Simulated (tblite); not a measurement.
**C₄H₆N₃OSi: geometry relaxation (part 1 of 2)**

System: C₄H₆N₃OSi, multiplicity 2.
Method: GFN2-xTB geometry optimisation, gas phase (tblite 0.8.0).

It belongs to a series of runs on one base structure; here: H added to N.

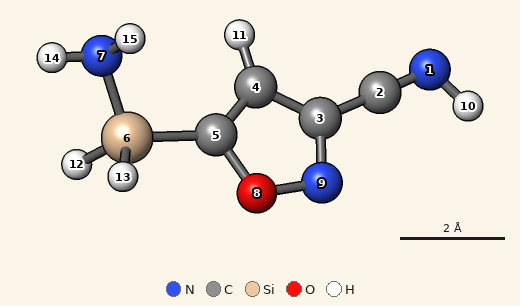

*The structure as given in the input (ball-and-stick view, seen at a tilt; atoms are numbered from 1 in the order of the input).*

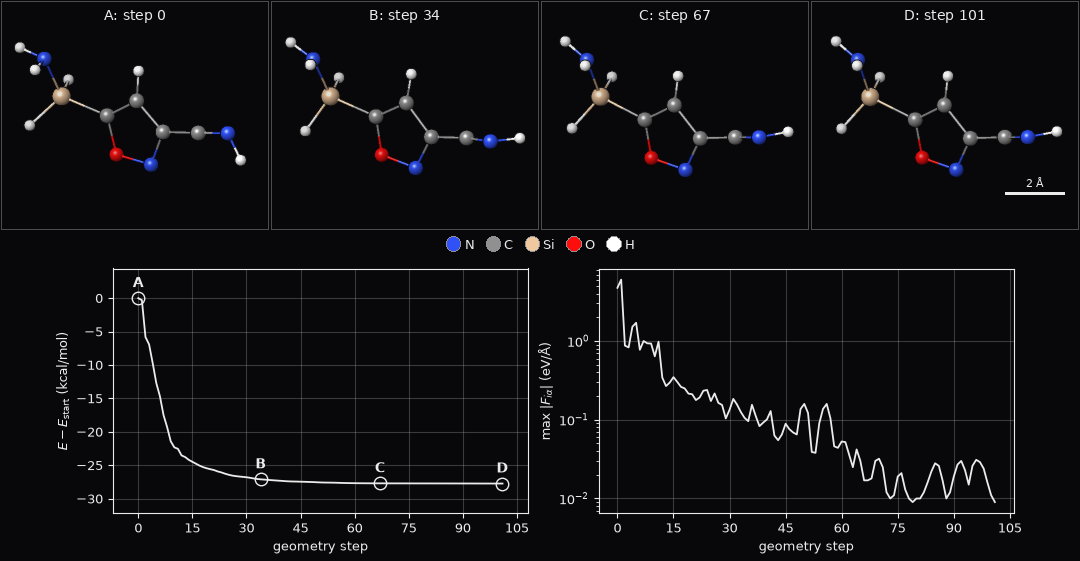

*Frames of the relaxation (ball-and-stick view, seen at a tilt) above the curves, on which the letters mark them (steps are counted from 0).*

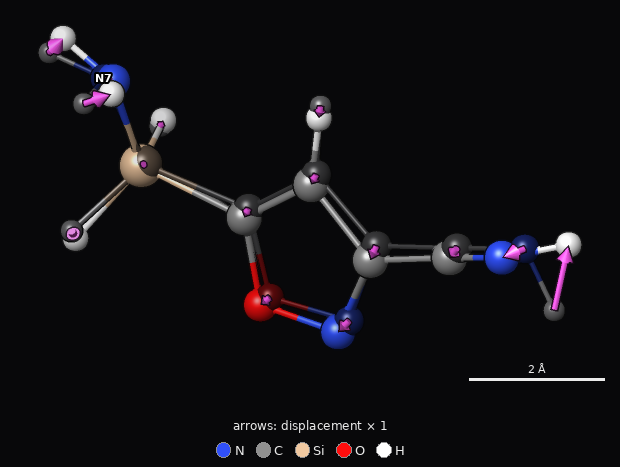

*Start (faint) and end (solid) with the displacements as pink arrows, at true length (ball-and-stick view, seen at a tilt). The two geometries are laid on each other by the best rigid fit.*

After 101 geometry steps the energy has fallen by 27.7 kcal/mol. The largest force component goes from 4.7 to 0.009 eV/Å. The atom that moves furthest after the best rigid fit is H10 (1.00 Å). Largest moves by element: H 1.00 Å, N 0.40 Å, C 0.24 Å, O 0.19 Å, Si 0.08 Å. Among the contacts that change: C2–C3 1.410 → 1.351 Å, C3–C4 1.402 → 1.444 Å, C5–O8 1.382 → 1.345 Å, C5–Si6 1.844 → 1.879 Å. Among the angles that change: N1–C2–C3 179.0° → 159.3°, C2–N1–H10 109.8° → 123.1°, N7–Si6–H13 105.2° → 117.8°. (Atoms are counted from 1 in the order of the input.)

The input and output of the run follow.

## Input
```
{"job": {"kind": "relax", "xc": "GFN2-xTB", "basis": "xTB"}, "charge": 0, "multiplicity": 2}
N      4.273300    -0.667700    -0.253000
C      3.127600    -0.366500    -0.366100
C      1.765400    -0.018400    -0.478500
C      0.732300    -0.103900     0.464700
C     -0.402000     0.364600    -0.159100
Si    -2.169800     0.599500     0.309700
N     -2.578400    -0.523700     1.516600
O     -0.025900     0.726600    -1.438300
N      1.322200     0.479300    -1.637000
H      4.771500    -0.455900    -1.113500
H      0.794200    -0.478100     1.487000
H     -2.418300     1.938600     0.880500
H     -3.090700     0.326200    -0.799600
H     -3.539300    -0.362700     1.794200
H     -2.566600    -1.450100     1.115800
```

The first line tells a small driver script what to run in tblite; the rest is the geometry in Å.

Launch command:
```bash
OMP_NUM_THREADS=1 python <driver script> task.json out
```

## Output
```
step      E/eV     max force
  0    -708.12340    4.837
  1    -708.13634    6.286
  2    -708.37589    0.987
  3    -708.42349    0.891
  4    -708.54513    1.674
  5    -708.67453    2.078
  6    -708.75958    1.138
  7    -708.88167    1.174
  8    -708.95999    1.187
  9    -709.05175    1.042
 10    -709.09122    0.702
 11    -709.10080    1.152
 12    -709.14342    0.405
 13    -709.15412    0.368
 14    -709.17217    0.320
 15    -709.18487    0.357
 16    -709.19732    0.306
 17    -709.20980    0.307
 18    -709.21975    0.295
 19    -709.22690    0.258
 20    -709.23298    0.286
 21    -709.23847    0.184
 22    -709.24720    0.231
 23    -709.25337    0.257
 24    -709.26155    0.280
 25    -709.26842    0.190
 26    -709.27406    0.250
 27    -709.27763    0.204
 28    -709.28036    0.159
 29    -709.28262    0.115
 30    -709.28511    0.145
 31    -709.28862    0.196
 32    -709.29286    0.188
 33    -709.29641    0.142
 34    -709.29874    0.116
 35    -709.30041    0.108
 36    -709.30217    0.174
 37    -709.30405    0.119
 38    -709.30582    0.091
 39    -709.30737    0.113
 40    -709.30904    0.113
 41    -709.31081    0.142
 42    -709.31201    0.077
 43    -709.31266    0.061
 44    -709.31313    0.067
 45    -709.31389    0.094
 46    -709.31455    0.083
 47    -709.31529    0.070
 48    -709.31600    0.072
 49    -709.31697    0.144
 50    -709.31814    0.166
 51    -709.31909    0.127
 52    -709.31956    0.047
 53    -709.31984    0.041
 54    -709.32021    0.095
 55    -709.32081    0.141
 56    -709.32156    0.162
 57    -709.32225    0.106
 58    -709.32277    0.054
 59    -709.32318    0.057
 60    -709.32353    0.067
 61    -709.32382    0.061
 62    -709.32404    0.039
 63    -709.32420    0.035
 64    -709.32433    0.042
 65    -709.32443    0.030
 66    -709.32448    0.023
 67    -709.32452    0.020
 68    -709.32457    0.022
 69    -709.32465    0.034
 70    -709.32474    0.033
 71    -709.32483    0.027
 72    -709.32488    0.015
 73    -709.32490    0.012
 74    -709.32492    0.012
 75    -709.32496    0.020
 76    -709.32501    0.023
 77    -709.32506    0.015
 78    -709.32509    0.011
 79    -709.32511    0.010
 80    -709.32513    0.011
 81    -709.32515    0.011
 82    -709.32518    0.013
 83    -709.32521    0.017
 84    -709.32525    0.024
 85    -709.32529    0.030
 86    -709.32534    0.027
 87    -709.32537    0.017
 88    -709.32540    0.013
 89    -709.32543    0.017
 90    -709.32548    0.023
 91    -709.32553    0.034
 92    -709.32558    0.035
 93    -709.32563    0.026
 94    -709.32569    0.017
 95    -709.32575    0.027
 96    -709.32579    0.034
 97    -709.32584    0.031
 98    -709.32589    0.025
 99    -709.32594    0.018
100    -709.32599    0.013
101    -709.32600    0.009
```

## Trajectory as extended XYZ (Å, eV, eV/Å), 32 of the 102 frames kept, from step=0 to step=101
```
15
Properties=species:S:1:pos:R:3:forces:R:3 step=0 energy=-708.12340
N     4.2733   -0.6677   -0.2530    2.3660  -0.5710  -0.6320
C     3.1276   -0.3665   -0.3661   -4.7420   0.8960   0.3260
C     1.7654   -0.0184   -0.4785    1.8800  -0.2410  -0.2720
C     0.7323   -0.1039    0.4647   -1.1180  -0.1050   1.1740
C    -0.4020    0.3646   -0.1591    1.7640  -0.0520  -1.0480
Si   -2.1698    0.5995    0.3097   -0.6020   1.2430  -0.5760
N    -2.5784   -0.5237    1.5166   -0.5460  -0.6990   0.4960
O    -0.0259    0.7266   -1.4383    0.3240  -0.3740   0.4550
N     1.3222    0.4793   -1.6370   -1.2260   0.2270   0.2510
H     4.7715   -0.4559   -1.1135    1.2630  -0.1160   0.1790
H     0.7942   -0.4781    1.4870    0.0150   0.2190  -0.6000
H    -2.4183    1.9386    0.8805    0.1470  -0.1760  -0.1250
H    -3.0907    0.3262   -0.7996    0.2000   0.2630  -0.3890
H    -3.5393   -0.3627    1.7942    0.1320  -0.1230   0.3970
H    -2.5666   -1.4501    1.1158    0.1430  -0.3910   0.3650
15
Properties=species:S:1:pos:R:3:forces:R:3 step=3 energy=-708.42349
N     4.2669   -0.6692   -0.2806    0.1560  -0.3210  -0.6340
C     3.0923   -0.3673   -0.3500   -0.8070  -0.0120   0.2080
C     1.7773   -0.0166   -0.4790   -0.0070   0.1290   0.1190
C     0.7187   -0.1037    0.4803   -0.0940   0.1570  -0.0120
C    -0.3797    0.3664   -0.1778   -0.0370  -0.0050   0.1120
Si   -2.1799    0.6238    0.2974   -0.0860   0.0080  -0.0840
N    -2.5871   -0.5339    1.5194   -0.1530  -0.0210  -0.2170
O    -0.0198    0.7162   -1.4303   -0.1600  -0.1200  -0.0930
N     1.2972    0.4841   -1.6321    0.0030  -0.0260   0.0310
H     4.8157   -0.4569   -1.1061    0.8300   0.1700   0.2750
H     0.7937   -0.4748    1.4799   -0.0360   0.0310   0.0130
H    -2.4134    1.9382    0.8780    0.0840   0.1190  -0.0030
H    -3.0838    0.3371   -0.8173    0.1510   0.2610  -0.3910
H    -3.5408   -0.3682    1.8121    0.0660  -0.1600   0.3410
H    -2.5618   -1.4670    1.1297    0.0880  -0.2100   0.3350
15
Properties=species:S:1:pos:R:3:forces:R:3 step=7 energy=-708.88167
N     4.1938   -0.7513   -0.5300   -0.5860  -0.5960   0.0380
C     3.0477   -0.4205   -0.3073    0.6020   0.1210  -1.0010
C     1.7697    0.0385   -0.4380   -0.1790  -0.0570   0.1670
C     0.6808   -0.0580    0.5060    0.4540   0.1110  -0.1740
C    -0.4114    0.3702   -0.1714   -0.2580  -0.0890  -0.0850
Si   -2.2245    0.6304    0.2667   -0.0710  -0.0920   0.0120
N    -2.6375   -0.5509    1.4599    0.1950   0.1860  -0.0480
O    -0.0615    0.6697   -1.4410    0.2810  -0.0540   0.1040
N     1.2835    0.4799   -1.6264   -0.0030  -0.0890   0.2740
H     5.0335   -0.3935   -0.9707   -0.3110   0.5140   0.4650
H     0.7778   -0.4575    1.4880   -0.1360   0.1170   0.2440
H    -2.3840    1.9652    0.8723   -0.0160  -0.2300  -0.0670
H    -3.0256    0.4340   -0.9498    0.0900   0.1910  -0.0730
H    -3.5166   -0.4208    1.9239   -0.1700   0.0310   0.1650
H    -2.5303   -1.5273    1.2412    0.1070  -0.0640  -0.0200
15
Properties=species:S:1:pos:R:3:forces:R:3 step=10 energy=-709.09122
N     4.1760   -0.8664   -0.6565   -0.4610   0.4130   0.0640
C     3.0681   -0.4172   -0.4235    0.1210   0.1560  -0.1660
C     1.7864    0.0489   -0.4145   -0.3270  -0.4800  -0.2220
C     0.6759   -0.0258    0.5261    0.6400  -0.2670  -0.1110
C    -0.4270    0.3499   -0.1716    0.0380  -0.0010   0.0560
Si   -2.2595    0.6142    0.2526    0.5000   0.1230  -0.1760
N    -2.6598   -0.5536    1.4412    0.0850   0.0040   0.1630
O    -0.0601    0.6487   -1.4340    0.1860   0.0400   0.0290
N     1.2849    0.4694   -1.6038   -0.1620   0.1290  -0.0290
H     5.0227   -0.3067   -0.8202   -0.3340  -0.1670   0.2900
H     0.7532   -0.4272    1.5122   -0.0830   0.1630   0.1770
H    -2.3758    1.9457    0.8621   -0.0800  -0.1370   0.0060
H    -2.9877    0.5008   -1.0093   -0.0660   0.0550  -0.0920
H    -3.4995   -0.4397    1.9757   -0.1830   0.0930   0.1040
H    -2.5024   -1.5331    1.2871    0.1270  -0.1240  -0.0920
15
Properties=species:S:1:pos:R:3:forces:R:3 step=13 energy=-709.15412
N     4.1586   -0.8705   -0.6501    0.0830   0.2430  -0.1210
C     3.0620   -0.3957   -0.4504    0.0040   0.0960   0.1010
C     1.7752    0.0176   -0.4324   -0.0770  -0.1570  -0.2520
C     0.6997   -0.0412    0.5234   -0.0590  -0.2190   0.0200
C    -0.4105    0.3445   -0.1661    0.0830   0.0250   0.0510
Si   -2.2352    0.6125    0.2466    0.0730  -0.0770   0.0030
N    -2.6526   -0.5495    1.4503    0.0020  -0.0480   0.0500
O    -0.0543    0.6532   -1.4288   -0.0940   0.0800   0.0420
N     1.2800    0.4752   -1.6089   -0.1150   0.0060  -0.1540
H     4.9975   -0.2981   -0.7925   -0.1470  -0.2050   0.2680
H     0.7481   -0.4132    1.5246    0.0590   0.1020   0.0560
H    -2.3823    1.9333    0.8623   -0.0330  -0.0480   0.0190
H    -2.9898    0.5059   -1.0112    0.0710   0.0430   0.0250
H    -3.5067   -0.4328    1.9773    0.1340   0.0180  -0.1210
H    -2.4941   -1.5332    1.2794    0.0160   0.1420   0.0130
15
Properties=species:S:1:pos:R:3:forces:R:3 step=16 energy=-709.19732
N     4.1393   -0.8628   -0.6809   -0.0530   0.1560   0.0230
C     3.0560   -0.3626   -0.4621    0.2110  -0.0140  -0.0840
C     1.7535   -0.0259   -0.4776   -0.0020   0.0240   0.0680
C     0.7057   -0.0825    0.5172    0.0500   0.0220  -0.1970
C    -0.3953    0.3440   -0.1526   -0.3030   0.0220  -0.0380
Si   -2.2157    0.5989    0.2444   -0.1490   0.2150   0.0050
N    -2.6402   -0.5452    1.4549    0.1240   0.0120   0.0270
O    -0.0727    0.6681   -1.4174    0.0150   0.0520  -0.0010
N     1.2569    0.4741   -1.6361   -0.2110  -0.1660   0.1050
H     4.9895   -0.3038   -0.7123    0.0740  -0.1350   0.1800
H     0.7559   -0.3850    1.5442    0.1450  -0.0440  -0.1510
H    -2.3903    1.9154    0.8649    0.0020  -0.0320   0.0130
H    -2.9713    0.5253   -1.0176    0.1060  -0.0200   0.0500
H    -3.4947   -0.4274    1.9703   -0.0580   0.0480  -0.0040
H    -2.4809   -1.5225    1.2840    0.0490  -0.1410   0.0040
15
Properties=species:S:1:pos:R:3:forces:R:3 step=20 energy=-709.23298
N     4.1362   -0.8297   -0.7124   -0.0950  -0.2110   0.0810
C     3.0591   -0.3287   -0.4730   -0.1960   0.1990  -0.0620
C     1.7353   -0.0517   -0.5073    0.0090   0.0040  -0.1200
C     0.6956   -0.1062    0.4878   -0.0040   0.0960   0.1030
C    -0.4199    0.3467   -0.1464    0.1560  -0.0050  -0.0110
Si   -2.2311    0.6133    0.2527    0.0700  -0.0570   0.0610
N    -2.6167   -0.5470    1.4620   -0.0770  -0.0320   0.0520
O    -0.1032    0.6845   -1.4085   -0.0290  -0.1200  -0.0830
N     1.2085    0.4412   -1.6536    0.0820   0.0620  -0.1560
H     5.0157   -0.3430   -0.6058    0.1610   0.0700   0.1020
H     0.7951   -0.3758    1.5172    0.0170  -0.1600  -0.0170
H    -2.3985    1.9146    0.8788   -0.0610   0.1520   0.1020
H    -2.9369    0.5400   -1.0260   -0.0760  -0.0180  -0.0600
H    -3.4828   -0.4199    1.9611    0.0170  -0.0550   0.0080
H    -2.4607   -1.5304    1.2968    0.0250   0.0740   0.0000
15
Properties=species:S:1:pos:R:3:forces:R:3 step=23 energy=-709.25337
N     4.1267   -0.8271   -0.6909   -0.0660  -0.0150   0.1120
C     3.0558   -0.2881   -0.4961    0.2340  -0.0660   0.0830
C     1.7255   -0.0597   -0.5352    0.0400   0.1660  -0.1270
C     0.7023   -0.0987    0.4799    0.1070  -0.0370  -0.0720
C    -0.4160    0.3470   -0.1481   -0.0720   0.0590  -0.0360
Si   -2.2280    0.6189    0.2668   -0.0220   0.1410  -0.0530
N    -2.6102   -0.5479    1.4747   -0.0020   0.0960  -0.0660
O    -0.1150    0.6744   -1.4176   -0.0300  -0.0670  -0.0910
N     1.1970    0.4321   -1.6773   -0.1440   0.0410  -0.0760
H     5.0213   -0.3642   -0.5531   -0.0670  -0.0140   0.0380
H     0.8174   -0.4017    1.4962    0.0020  -0.0930   0.0570
H    -2.4129    1.9345    0.9006    0.0040  -0.1610  -0.0530
H    -2.9359    0.5372   -1.0291    0.0460   0.0150   0.2000
H    -3.4843   -0.4218    1.9571   -0.0270  -0.0990   0.0550
H    -2.4480   -1.5271    1.2954   -0.0020   0.0330   0.0300
15
Properties=species:S:1:pos:R:3:forces:R:3 step=26 energy=-709.27406
N     4.1175   -0.8291   -0.6375   -0.0090  -0.0600   0.0420
C     3.0637   -0.2392   -0.5111   -0.0440  -0.0680   0.0250
C     1.7243   -0.0471   -0.5853    0.0200   0.1050   0.0680
C     0.7192   -0.0950    0.4564    0.0030  -0.0190  -0.1280
C    -0.4137    0.3521   -0.1539    0.0070  -0.0860  -0.0010
Si   -2.2238    0.6399    0.2823    0.0870  -0.0760   0.0130
N    -2.6027   -0.5362    1.4837   -0.0390   0.0240  -0.0290
O    -0.1395    0.6558   -1.4384   -0.0620   0.0260   0.0650
N     1.1675    0.4245   -1.7197    0.0020   0.0010   0.0200
H     5.0212   -0.3943   -0.4872    0.0120   0.0210   0.0550
H     0.8480   -0.4460    1.4649   -0.0160   0.1240  -0.2160
H    -2.4313    1.9405    0.9227    0.0350  -0.0480  -0.0250
H    -2.9331    0.5309   -1.0000   -0.0320   0.0530   0.0440
H    -3.4881   -0.4365    1.9531   -0.0030  -0.0340   0.0470
H    -2.4335   -1.5125    1.2935    0.0400   0.0370   0.0180
15
Properties=species:S:1:pos:R:3:forces:R:3 step=29 energy=-709.28262
N     4.1142   -0.8385   -0.6159    0.0470   0.0410   0.0620
C     3.0659   -0.2329   -0.5174   -0.0940  -0.0580  -0.0130
C     1.7283   -0.0283   -0.5998   -0.0040  -0.0290  -0.0750
C     0.7264   -0.0940    0.4362   -0.0340   0.0130   0.0200
C    -0.4148    0.3438   -0.1588    0.0020  -0.0540  -0.0680
Si   -2.2159    0.6402    0.2876   -0.0370  -0.0470   0.0150
N    -2.6066   -0.5305    1.4841   -0.0190  -0.0730   0.0690
O    -0.1525    0.6500   -1.4427    0.0380   0.0240  -0.0620
N     1.1555    0.4255   -1.7331    0.0380   0.1040  -0.0320
H     5.0171   -0.4014   -0.4517   -0.0310  -0.0400   0.0330
H     0.8565   -0.4485    1.4356    0.0400   0.0480   0.0480
H    -2.4323    1.9351    0.9268    0.0590   0.0370   0.0120
H    -2.9346    0.5382   -0.9852   -0.0520   0.0420  -0.0430
H    -3.4896   -0.4473    1.9603   -0.0040   0.0190   0.0190
H    -2.4220   -1.5034    1.2974    0.0520  -0.0280   0.0160
15
Properties=species:S:1:pos:R:3:forces:R:3 step=33 energy=-709.29641
N     4.1041   -0.8461   -0.5637   -0.0630   0.0140   0.0270
C     3.0533   -0.2367   -0.5423    0.1060  -0.0440  -0.0170
C     1.7246   -0.0109   -0.6508   -0.0350   0.0010   0.0280
C     0.7326   -0.0964    0.3967   -0.0190  -0.0180  -0.0200
C    -0.4216    0.3144   -0.1882   -0.0590   0.1260  -0.0280
Si   -2.2141    0.6259    0.3004   -0.0680   0.0850  -0.0650
N    -2.6090   -0.5378    1.5033    0.1040   0.0350  -0.0520
O    -0.1705    0.6508   -1.4681   -0.0090  -0.0150  -0.0740
N     1.1417    0.4583   -1.7709    0.0020   0.0190   0.0030
H     5.0026   -0.4222   -0.3529   -0.0390   0.0110   0.0230
H     0.8884   -0.4295    1.3988    0.0170  -0.0260   0.0570
H    -2.4124    1.9302    0.9379    0.0930  -0.0410   0.0010
H    -2.9492    0.5709   -0.9726   -0.0150  -0.0140   0.0470
H    -3.4929   -0.4620    1.9803    0.0470  -0.0600  -0.0320
H    -2.3819   -1.5008    1.3153   -0.0620  -0.0730   0.1020
15
Properties=species:S:1:pos:R:3:forces:R:3 step=36 energy=-709.30217
N     4.1010   -0.8512   -0.5475    0.0380  -0.0630   0.0190
C     3.0500   -0.2456   -0.5516   -0.1550   0.0780   0.0160
C     1.7225   -0.0036   -0.6613    0.0050  -0.0120   0.0190
C     0.7270   -0.0957    0.3852   -0.0220   0.0260  -0.0020
C    -0.4287    0.3181   -0.2022    0.0580   0.0220   0.0170
Si   -2.2218    0.6271    0.2967    0.1030  -0.0540   0.0010
N    -2.6011   -0.5403    1.5034    0.0130  -0.0300  -0.0190
O    -0.1754    0.6500   -1.4849    0.0130   0.0330   0.0500
N     1.1410    0.4724   -1.7804    0.0080  -0.0620   0.0060
H     4.9943   -0.4251   -0.3198   -0.0240   0.0180   0.0110
H     0.8978   -0.4234    1.3922   -0.0710   0.0220  -0.1130
H    -2.3911    1.9266    0.9418    0.0490   0.0310   0.0390
H    -2.9589    0.5816   -0.9681   -0.0820  -0.0230  -0.0340
H    -3.4851   -0.4740    1.9840    0.0670   0.0070  -0.0420
H    -2.3758   -1.5089    1.3360    0.0000   0.0070   0.0300
15
Properties=species:S:1:pos:R:3:forces:R:3 step=39 energy=-709.30737
N     4.0883   -0.8567   -0.5170   -0.0750   0.0140  -0.0080
C     3.0407   -0.2433   -0.5591    0.0920  -0.0290   0.0580
C     1.7170   -0.0003   -0.6785   -0.0020   0.0020  -0.0390
C     0.7242   -0.0947    0.3668    0.0340   0.0550   0.0090
C    -0.4281    0.3250   -0.2153   -0.0400  -0.0120  -0.0300
Si   -2.2140    0.6241    0.2943   -0.0570  -0.0040   0.0160
N    -2.5863   -0.5441    1.5031    0.0040  -0.0320   0.0020
O    -0.1800    0.6557   -1.4974    0.0270   0.0630  -0.0120
N     1.1364    0.4779   -1.7953   -0.0120  -0.0500  -0.0500
H     4.9781   -0.4300   -0.2781   -0.0210   0.0170   0.0090
H     0.9009   -0.4171    1.3695   -0.0620  -0.0390   0.0450
H    -2.3637    1.9236    0.9526    0.0370  -0.0220   0.0040
H    -2.9806    0.5872   -0.9596   -0.0070  -0.0200   0.0460
H    -3.4710   -0.4834    1.9798   -0.0090   0.0860   0.0040
H    -2.3664   -1.5161    1.3575    0.0920  -0.0290  -0.0540
```
